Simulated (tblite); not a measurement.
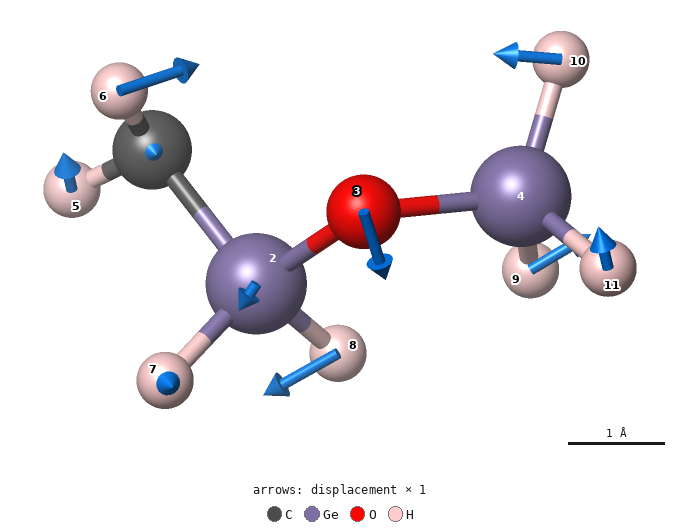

This is a relaxation of CH₇Ge₂O (multiplicity 2). The starting structure is drawn; blue arrows show the displacements, at their true length. The two geometries are superimposed by the best rigid fit.

The picture is a ball-and-stick view, seen at a tilt.

Computed with tblite 0.8.0, GFN2-xTB geometry optimisation, gas phase. 

Describe the change and its energy.

Answer. The energy falls by 63.7 kJ/mol in 87 geometry steps. An H atom moves most after the best rigid fit: 1.02 Å. By element the largest moves are H 1.02 Å, O 0.90 Å, Ge 0.35 Å, C 0.19 Å. Among the contacts that change: Ge–H 1.566 → 1.495 Å, Ge–O 1.791 → 1.732 Å, Ge–H 1.551 → 1.506 Å, Ge–O 1.796 → 1.755 Å. Bond angles that change, for instance: Ge–O–Ge 111.7° → 142.8°, Ge–C–H 107.4° → 122.1°, Ge–C–H 110.8° → 122.1°. Groups turn about Ge–O by about 55°, Ge–O by about 55°.
